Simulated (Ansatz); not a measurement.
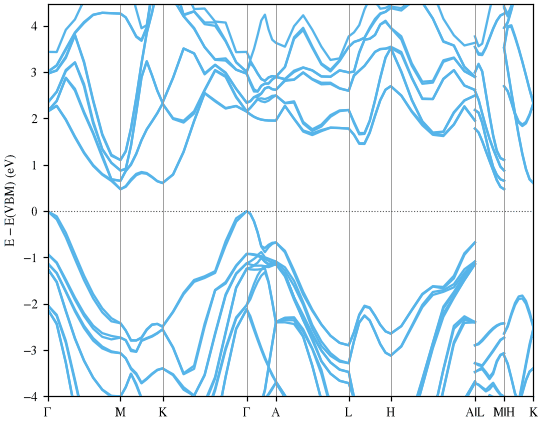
Figure. Band structure from plane-wave PAW PBE with spin–orbit coupling (Ansatz code)

The gap is 0.47 eV; an edge lies off the plotted path or next to a special point (maximum on the Γ–M line, 2 % of the way from Γ, minimum at M).

The material is BAs in space group P6_422 (No. 181; B on 3c, As on 3d).

The start of the workflow was typed in or built on a structure type; neither database checked (COD, Materials Project) lists it. It is not the phase usual at ambient conditions (space group No. 216). The PBE relaxation kept the symmetry of its start; its stability against distortions is not shown here. Its formation energy is positive at this level, so the cell may be metastable or incomplete.

Potentials: the earlier of the program's two PAW sets.
